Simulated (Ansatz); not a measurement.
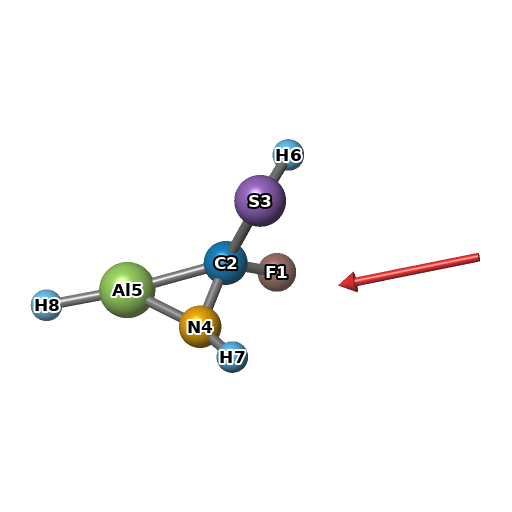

The arrow beside the molecule shows the direction of the dipole moment, from the negative to the positive end (its length means nothing). Computed geometry: PBE-D4/def2-SVP optimisation. No frequency run is at hand to confirm it as a minimum. Level of theory: RKS PBE-D4/def2-SVP (Ansatz 0.2.0).

> Estimate the dipole moment.

1.91 D; it points from the side of H6 to the side of H8 (the outermost atoms at the two ends).
